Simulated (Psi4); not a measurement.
**S2F2 (Difluorodisulfane) at MP2/pcseg-0 (density fitting, density fitting for correlation, sweep point 1)**

Aim: the vertical ionisation energy of S2F2 (Difluorodisulfane) at MP2/pcseg-0 (density fitting, density fitting for correlation, sweep point 1), from 2 runs. 

The results are computed with Psi4 1.11.

**1. The system as given**

The species is S2F2 (4 atoms), meant as a singlet with charge 0. SMILES: `FSSF`. The shape is that of a GFN2-xTB optimisation.

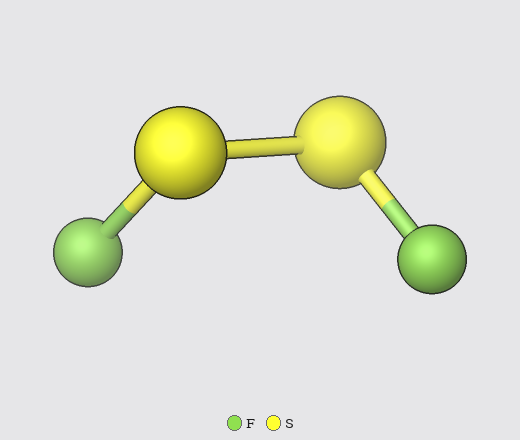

Viewed from a chosen angle; fluorine green, sulfur yellow.

**2. A single-point energy at MP2/pcseg-0 (density fitting, density fitting for correlation, sweep point 1)**

File f2s2.dat:

```
memory 1600 MB

molecule {
  0 1
  F     -3.41537761    -0.41893338    -1.18648344
  S     -0.86766775     1.52215550    -1.17854659
  S      1.99475710    -0.57358857    -0.41158235
  F      2.28826936    -0.52961464     2.77661239
  units bohr
  symmetry c1
}

set globals {
  basis pcseg-0
  puream true
  scf_type df
  num_frozen_docc 12
}

E = energy('mp2')
```

On the command line:

```console
$ psi4 -n 1 f2s2.dat f2s2.out
```

f2s2.out:

```text
[...]
  Running in c1 symmetry.
[...]
  Nuclear repulsion =  224.834004836040720
[...]
  Multiplicity = 1
[...]
  Nalpha       = 25
  Nbeta        = 25
[...]
    Number of basis functions: 44
[...]
   @DF-RHF iter   1:  -992.07755528240045   -3.11574e-01   9.21559e-03 ADIIS/DIIS
[...]
   @DF-RHF iter  12:  -992.17775935501822   -2.38742e-12   9.15965e-09 DIIS
[...]
    Orbital Energies [Eh]
    ---------------------
    Doubly Occupied:
       1A    -92.051543     2A    -92.051361     3A    -26.312307
       4A    -26.312216     5A     -8.998617     6A     -8.998290
       7A     -6.813317     8A     -6.812834     9A     -6.808590
      10A     -6.808435    11A     -6.806019    12A     -6.805874
      13A     -1.595758    14A     -1.590407    15A     -1.164769
      16A     -0.896815    17A     -0.710277    18A     -0.696315
      19A     -0.695209    20A     -0.673473    21A     -0.666602
      22A     -0.619393    23A     -0.517804    24A     -0.464269
      25A     -0.455431
[...]
  @DF-RHF Final Energy:  -992.17775935501822
   => Energetics <=
    Nuclear Repulsion Energy =            224.8340048360407195
    One-Electron Energy =               -1821.3716798135269528
    Two-Electron Energy =                 604.3599156224679518
    Total Energy =                       -992.1777593550182246
[...]
 Multipole Moments:
 ------------------------------------------------------------------------------------
     Multipole            Electronic (a.u.)      Nuclear  (a.u.)        Total (a.u.)
 ------------------------------------------------------------------------------------
 L = 1.  Multiply by 2.5417464519 to convert [e a0] to [Debye]
 Dipole X            :         -0.2376127            0.7175955            0.4799827
 Dipole Y            :         -0.2022024            0.6039227            0.4017203
 Dipole Z            :          0.3364883           -1.0123951           -0.6759069
 Magnitude           :                                                    0.9212018
[...]
```

Run time: 1.3 s. Hardware: 1 thread of AMD EPYC 9R45 (Zen 5), shared host; peak memory 0.19 GiB.

**3. The doublet cation, same level**

File f2s2.inp:

```
memory 1600 mb

molecule {
  1 2
  F     -3.41537761    -0.41893338    -1.18648344
  S     -0.86766775     1.52215550    -1.17854659
  S      1.99475710    -0.57358857    -0.41158235
  F      2.28826936    -0.52961464     2.77661239
  units bohr
  symmetry c1
}

set basis pcseg-0
set reference uhf
set puream true
set scf_type df
set num_frozen_docc 12
set maxiter 150

E, wfn = energy("mp2", return_wfn=True)
print_variables()
```

On the command line:

```console
$ psi4 -n 1 f2s2.inp f2s2.out
```

f2s2.out:

```text
[...]
  Running in c1 symmetry.
[...]
  Nuclear repulsion =  224.834004836040720
[...]
  Multiplicity = 2
[...]
  Nalpha       = 25
  Nbeta        = 24
[...]
    Number of basis functions: 44
[...]
   @DF-UHF iter   1:  -991.59249409065433    1.73487e-01   1.04362e-02 DIIS/ADIIS
[...]
   @DF-UHF iter  32:  -991.75003532438222   -1.13687e-13   8.33917e-09 DIIS
[...]
   @S^2 Observed:                8.230160531E-01
[...]
    Orbital Energies [Eh]
    ---------------------
    Alpha Occupied:
       1A    -92.367675     2A    -92.367534     3A    -26.609717
       4A    -26.609417     5A     -9.312816     6A     -9.312509
       7A     -7.132874     8A     -7.132636     9A     -7.120785
      10A     -7.120533    11A     -7.117844    12A     -7.117731
      13A     -1.884931    14A     -1.879061    15A     -1.467830
      16A     -1.198277    17A     -1.002972    18A     -0.977059
      19A     -0.972578    20A     -0.950078    21A     -0.939289
      22A     -0.913857    23A     -0.798064    24A     -0.774253
      25A     -0.753895
    Alpha Virtual:
[...]
  @DF-UHF Final Energy:  -991.75003532438222
   => Energetics <=
    Nuclear Repulsion Energy =            224.8340048360407195
    One-Electron Energy =               -1806.7933973921908546
    Two-Electron Energy =                 590.2093572317678536
    Total Energy =                       -991.7500353243822246
  UHF NO Occupations:
  HONO-2 :   23  A 1.9922975
  HONO-1 :   24  A 1.9762871
[...]
 Multipole Moments:
 ------------------------------------------------------------------------------------
     Multipole            Electronic (a.u.)      Nuclear  (a.u.)        Total (a.u.)
 ------------------------------------------------------------------------------------
 L = 1.  Multiply by 2.5417464519 to convert [e a0] to [Debye]
 Dipole X            :         -0.2135393            0.7175955            0.5040561
 Dipole Y            :         -0.1803951            0.6039227            0.4235276
 Dipole Z            :          0.2997561           -1.0123951           -0.7126390
 Magnitude           :                                                    0.9702075
[...]
```

Wall time 1.8 s (1 thread of AMD EPYC 9R45 (Zen 5), shared host); peak memory 0.19 GiB.

**4. Outcome**

At MP2/pcseg-0 (density fitting, density fitting for correlation, sweep point 1), 12 core orbitals frozen:

```
                                                                  quantity          value
                                                singlet S2F2: total energy  -992.55014 Eh
                         singlet S2F2: HOMO energy (Hartree–Fock orbitals)      -12.39 eV
                         singlet S2F2: LUMO energy (Hartree–Fock orbitals)        1.92 eV
                       singlet S2F2: HOMO–LUMO gap (Hartree–Fock orbitals)       14.31 eV
                singlet S2F2: correlation energy (12 core orbitals frozen)     -372.4 mEh
                                              doublet cation: total energy  -992.13848 Eh
doublet cation: HOMO energy (Hartree–Fock orbitals) (highest over α and β)      -18.83 eV
 doublet cation: LUMO energy (Hartree–Fock orbitals) (lowest over α and β)      -10.85 eV
              doublet cation: correlation energy (12 core orbitals frozen)     -388.4 mEh
                         doublet cation: ⟨S²⟩ of the reference determinant          0.823
                        vertical ionisation energy (to the doublet cation)      11.202 eV
```

In words: Removing an electron at fixed nuclei costs 11.20 eV (258 kcal/mol).
